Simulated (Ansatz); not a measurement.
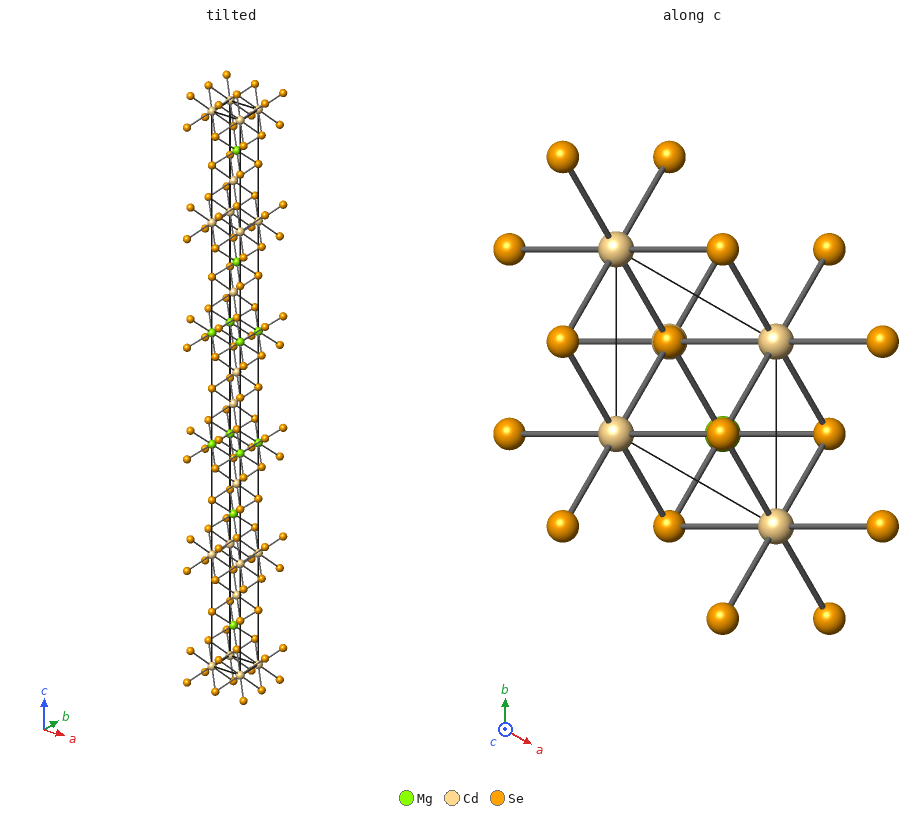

We look at a ball-and-stick model of the crystal slightly off an axis and along the c axis. One conventional unit cell is outlined, and atoms on its boundary appear in each equivalent place. Some neighbours outside the box are added.

Mg2Cd3Se5, space group R-3m (No. 166), a = 3.997 Å, b = 3.997 Å, c = 48.941 Å, α = 90.00°, β = 90.00°, γ = 120.00°. The cell started as a structure type filled with these elements by a generator (whether the compound takes this form wasn't checked). Earlier steps of the study, as a rule a relaxation of our own, may have changed the cell and positions, so they can lie some per cent off the listed ones. It was the input of a calculation with Ansatz.

This one geometry was computed with Ansatz (DFT, plane waves, PAW) at three levels of theory: r2SCAN, LDA and PBE.

Question: Which level gives the highest pressure at this volume, and what does that say about its equilibrium volume?

Answer: Highest: PBE (0.0 GPa), which points to the largest equilibrium volume. Lowest, with the smallest volume: LDA (-5.0 GPa). Levels within 0.5 GPa of each other can't be told apart.

Question: How does the band gap change with the level of theory?

Answer: LDA: a gap of 0.10 eV, indirect; PBE: a gap of 0.31 eV, indirect; r2SCAN: a gap of 0.82 eV, indirect.

Question: Collect the results in a table.

Answer:
| level | cutoff (eV) | k-mesh of the run's cell | gap (eV) | pressure (GPa) |
| --- | --- | --- | --- | --- |
| r2SCAN | 500 | 12×12×12 | 0.82 | -1.6 |
| LDA | 420 | 12×12×12 | 0.10 | -5.0 |
| PBE | 420 | 12×12×12 | 0.31 | 0.0 |

Gaps are taken on the k-mesh or band path of each run.
